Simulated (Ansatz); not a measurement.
## Ligand exchange: SiH2(CH3)2 + Cu(NH2)(NH3) → SiH2(CH3)(NH2) + Cu(CH3)(NH3)

Species: SiH2(CH3)2 (dimethylsilane), singlet; Cu(NH2)(NH3), singlet; SiH2(CH3)(NH2), singlet; Cu(CH3)(NH3), singlet. The partners trade CH3 for NH2: Si–CH3 and Cu–NH2 bonds give way to Si–NH2 and Cu–CH3.

Shapes, held fixed at every level: PBE0-D4/def2-TZVP. Flexible molecules stand in one conformer, not always the lowest. Programs: Ansatz 0.2.0. Electronic energies: no zero-point or thermal term.

```
                level                    kind  ΔE (kJ/mol)
          HF/def2-SVP            Hartree–Fock        -35.2
        HF/def2-TZVPP            Hartree–Fock        -28.5
 r2SCAN-D4/def2-TZVPP                meta-GGA        -20.7
  B3LYP-D4/def2-TZVPP           global hybrid        -24.2
   PBE0-D4/def2-TZVPP           global hybrid        -21.8
r2SCAN0-D4/def2-TZVPP           global hybrid        -23.4
   wB97X-V/def2-TZVPP  range-separated hybrid        -20.2
```

wB97X-V/def2-TZVPP gives ΔE = -20.2 kJ/mol; the levels span -35.2 to -20.2. The median of the levels is -23.4. No measured value is set beside it here. Relativity is left out for Cu.

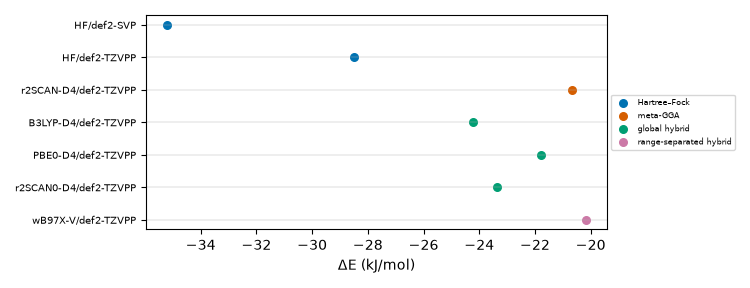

The values of the table, level by level.
